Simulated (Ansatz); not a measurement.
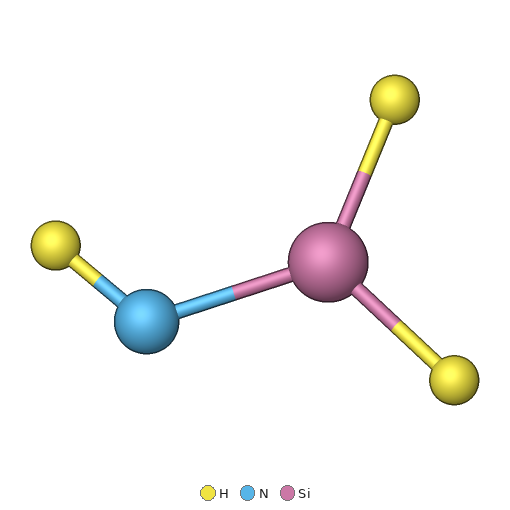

Harmonic vibrations computed with RKS PBE0-D4/def2-TZVP (Ansatz 0.2.0) at a stationary point of the same level.

Q: How many imaginary frequencies does it have?

A: A minimum: no imaginary frequency, and the lowest mode lies at 572 cm⁻¹.

Q: List the wavenumbers.

A: 9 modes: 572, 608, 750, 761, 982, 1146, 2201, 2283, 3617 cm⁻¹.
